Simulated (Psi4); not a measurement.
# C2H3Al (ethynylalumane) at HSE06/def2-TZVP

Aim: the vertical singlet–triplet gap of C2H3Al (ethynylalumane) at HSE06/def2-TZVP, from 2 runs. 

Program for the calculation: Psi4 1.11.

9 further runs of the same task are left out: 7 that didn't finish, 2 set aside as unsound or not needed. Runs told in other sessions of the task aren't counted.

## (1) The system as given

C2H3Al has 6 atoms, charge 0, and is taken as a singlet. SMILES: `C#[C][AlH2]`. Geometry: relaxed at PBE0-D4/def2-TZVP.

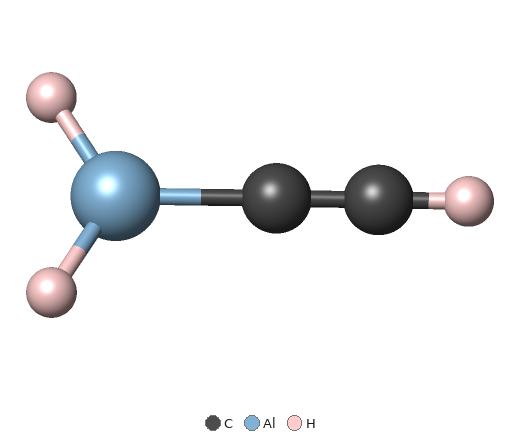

Viewed from a chosen angle; carbon dark grey, aluminium light blue, hydrogen pink.

## (2) A single-point energy at HSE06/def2-TZVP

File job.dat:

```
memory 2.2 GB

molecule system {
  0 1
  C     -0.792800    -1.637600    -0.298100
  C     -0.266100    -0.564200    -0.106200
  Al     0.564800     1.124200     0.195000
  H     -1.257000    -2.583100    -0.467400
  H      1.356700     1.804700    -0.990500
  H      0.436600     1.792000     1.621000
  units angstrom
  symmetry c1
  no_reorient
  no_com
}

set basis def2-TZVP
set reference rks
set puream true
set e_convergence 1e-09
set d_convergence 1e-08
set scf_type pk
set dft_radial_points 99
set dft_spherical_points 590

e_tot, wfn = energy("hse06", return_wfn=True)
oeprop(wfn, "LOWDIN_CHARGES", "MULLIKEN_CHARGES", "DIPOLE")
```

On the command line:

```bash
$ psi4 -i job.dat -o job.out -n 1
```

job.out:

```text
[...]
  Running in c1 symmetry.
[...]
  Nuclear repulsion =   69.410462182866823
[...]
  Multiplicity = 1
[...]
  Nalpha       = 14
  Nbeta        = 14
[...]
    Number of basis functions: 117
[...]
   @RKS iter   1:  -319.94709414412910   -5.44673e-01   5.99064e-03 DIIS/ADIIS
[...]
   @RKS iter  10:  -320.20592343937705   -5.33191e-11   9.06819e-09 DIIS
[...]
    Orbital Energies [Eh]
    ---------------------
    Doubly Occupied:
       1A    -56.145085     2A    -10.218303     3A    -10.196880
       4A     -4.170687     5A     -2.706199     6A     -2.697824
       7A     -2.696998     8A     -0.752538     9A     -0.547668
      10A     -0.447697    11A     -0.345646    12A     -0.313976
      13A     -0.294300    14A     -0.281339
[...]
  @RKS Final Energy:  -320.20592343937705
   => Energetics <=
    Nuclear Repulsion Energy =             69.4104621828668229
    One-Electron Energy =                -578.8024868590161987
    Two-Electron Energy =                 212.5898332391643351
    DFT Exchange-Correlation Energy =     -23.4037320023919939
    Empirical Dispersion Energy =           0.0000000000000000
    VV10 Nonlocal Energy =                  0.0000000000000000
    Total Energy =                       -320.2059234393770453
[...]
 Multipole Moments:
 ------------------------------------------------------------------------------------
     Multipole            Electronic (a.u.)      Nuclear  (a.u.)        Total (a.u.)
 ------------------------------------------------------------------------------------
 L = 1.  Multiply by 2.5417464519 to convert [e a0] to [Debye]
 Dipole X            :         -2.9796443            2.8823993           -0.0972450
 Dipole Y            :         -4.7667699            4.5682239           -0.1985460
 Dipole Z            :         -0.5503140            0.5145724           -0.0357415
 Magnitude           :                                                    0.2239521
[...]
  Mulliken Charges: (a.u.)
   Center  Symbol    Alpha    Beta     Spin     Total
       1     C     3.06089  3.06089  0.00000 -0.12177
       2     C     3.15645  3.15645  0.00000 -0.31290
       3    AL     6.27635  6.27635  0.00000  0.44730
       4     H     0.40919  0.40919  0.00000  0.18163
       5     H     0.54856  0.54856  0.00000 -0.09713
       6     H     0.54856  0.54856  0.00000 -0.09713
   Total alpha = 14.00000, Total beta = 14.00000, Total charge = -0.00000
  Lowdin Charges: (a.u.)
   Center  Symbol    Alpha    Beta     Spin     Total
[...]
```

Wall time 69 s (1 thread of AMD EPYC 7R43 (Zen 3), shared host); peak memory 0.9 GiB.

## (3) The triplet

File c2h3al.dat:

```
memory 2200 MB

molecule geom {
  0 3
  C     -0.792800    -1.637600    -0.298100
  C     -0.266100    -0.564200    -0.106200
  Al     0.564800     1.124200     0.195000
  H     -1.257000    -2.583100    -0.467400
  H      1.356700     1.804700    -0.990500
  H      0.436600     1.792000     1.621000
  units angstrom
  symmetry c1
}

set basis def2-TZVP
set reference uks
set puream true
set e_convergence 1e-09
set d_convergence 1e-08
set scf_type pk
set dft_radial_points 99
set dft_spherical_points 590
set maxiter 100

e_tot, wfn = energy('hse06', return_wfn=True)
```

On the command line:

```bash
$ psi4 c2h3al.dat c2h3al.out -n 1
```

c2h3al.out:

```text
[...]
  Running in c1 symmetry.
[...]
  Nuclear repulsion =   69.410462182866823
[...]
  Multiplicity = 3
[...]
  Nalpha       = 15
  Nbeta        = 13
[...]
    Number of basis functions: 117
[...]
   @UKS iter   1:  -319.44814742128409   -4.57262e-02   7.97128e-03 DIIS/ADIIS
[...]
   @UKS iter  19:  -320.04297667022081   -1.09139e-11   1.52428e-09 DIIS
[...]
   @S^2 Observed:                2.013472458E+00
[...]
    Orbital Energies [Eh]
    ---------------------
    Alpha Occupied:
       1A    -56.118939     2A    -10.266324     3A    -10.255805
       4A     -4.147576     5A     -2.681111     6A     -2.676948
       7A     -2.675718     8A     -0.818141     9A     -0.586264
      10A     -0.471236    11A     -0.373340    12A     -0.364874
      13A     -0.343541    14A     -0.331840    15A     -0.128285
    Alpha Virtual:
      16A     -0.045543    17A     -0.005177    18A      0.000879
      19A      0.023640    20A      0.049901    21A      0.082093
      22A      0.089347    23A      0.122251    24A      0.124915
      25A      0.164012    26A      0.177969    27A      0.200845
[...]
  @UKS Final Energy:  -320.04297667022081
   => Energetics <=
    Nuclear Repulsion Energy =             69.4104621828668229
    One-Electron Energy =                -578.3379581738483921
    Two-Electron Energy =                 212.2365857105366160
    DFT Exchange-Correlation Energy =     -23.3520663897758460
    Empirical Dispersion Energy =           0.0000000000000000
    VV10 Nonlocal Energy =                  0.0000000000000000
    Total Energy =                       -320.0429766702208667
  UHF NO Occupations:
  HONO-2 :   13  A 1.9969886
  HONO-1 :   14  A 1.0000000
[...]
 Multipole Moments:
 ------------------------------------------------------------------------------------
     Multipole            Electronic (a.u.)      Nuclear  (a.u.)        Total (a.u.)
 ------------------------------------------------------------------------------------
 L = 1.  Multiply by 2.5417464519 to convert [e a0] to [Debye]
 Dipole X            :         -0.2644684           -0.1282970           -0.3927654
 Dipole Y            :         -0.5352389           -0.2645524           -0.7997913
 Dipole Z            :         -0.0949622           -0.0479866           -0.1429488
 Magnitude           :                                                    0.9024219
[...]
```

Wall time 2.5 min (1 thread of AMD EPYC 7R43 (Zen 3), shared host); peak memory 0.9 GiB.

## (4) Summary of results

Level: HSE06/def2-TZVP.

```
                                        quantity          value
                           singlet: total energy  -320.20592 Eh
                          singlet: dipole moment         0.57 D
                            singlet: HOMO energy       -7.66 eV
                            singlet: LUMO energy       -2.24 eV
                          singlet: HOMO–LUMO gap        5.41 eV
                           triplet: total energy  -320.04298 Eh
                          triplet: dipole moment         2.29 D
     triplet: HOMO energy (highest over α and β)       -3.49 eV
                                   triplet: ⟨S²⟩          2.013
vertical energy of the triplet above the singlet       4.434 eV
```

**Reading.** At this shape the triplet lies 4.43 eV (102 kcal/mol) above the singlet.
